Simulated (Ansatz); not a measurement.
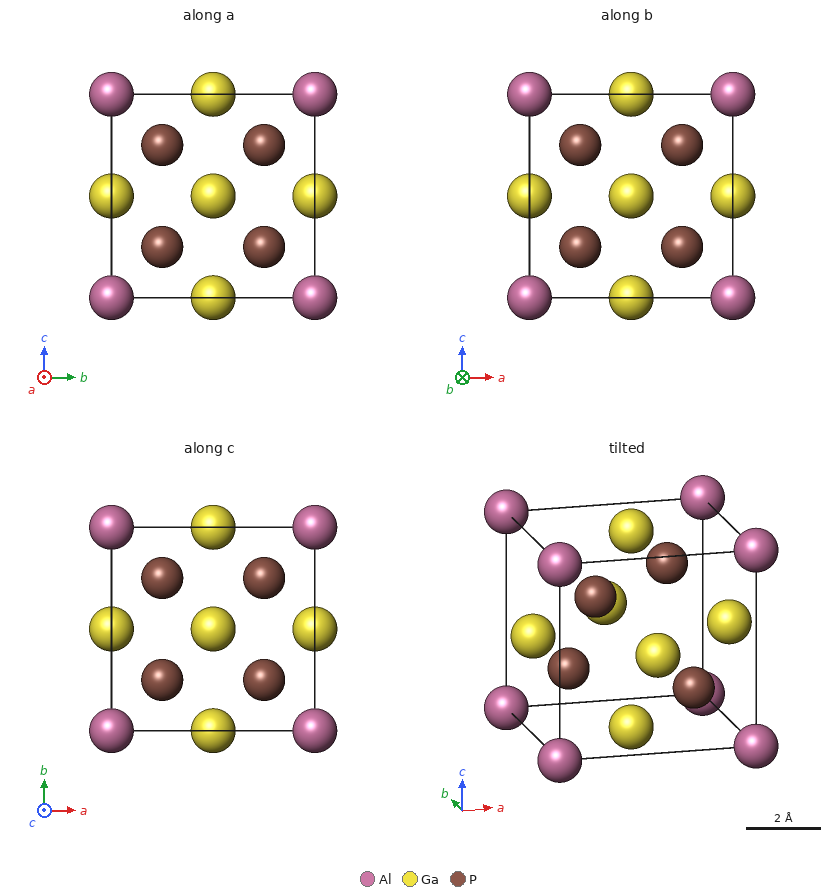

Crystal structure, spheres-only style, seen along the a axis, along the b axis, along the c axis and slightly off an axis. Lines trace the edges of the conventional unit cell.

Lattice parameters: a = 5.507 Å, b = 5.507 Å, c = 5.507 Å, α = 90.00°, β = 90.00°, γ = 90.00°.

From the views, write a table of Wyckoff sites.

Answer. Space group P-43m (No. 215).
| atom | site | x | y | z |
| --- | --- | --- | --- | --- |
| Al | 1a | 0.0000 | 0.0000 | 0.0000 |
| Ga | 3c | 0.5000 | 0.0000 | 0.5000 |
| P | 4e | 0.7505 | 0.2495 | 0.2495 |

Starting structure: a structure type filled with these elements by a generator (whether the compound takes this form wasn't checked). Earlier steps of the study, as a rule a relaxation of our own, may have changed the cell and positions, so they can lie some per cent off the listed ones. It was set up as input for a calculation with Ansatz.
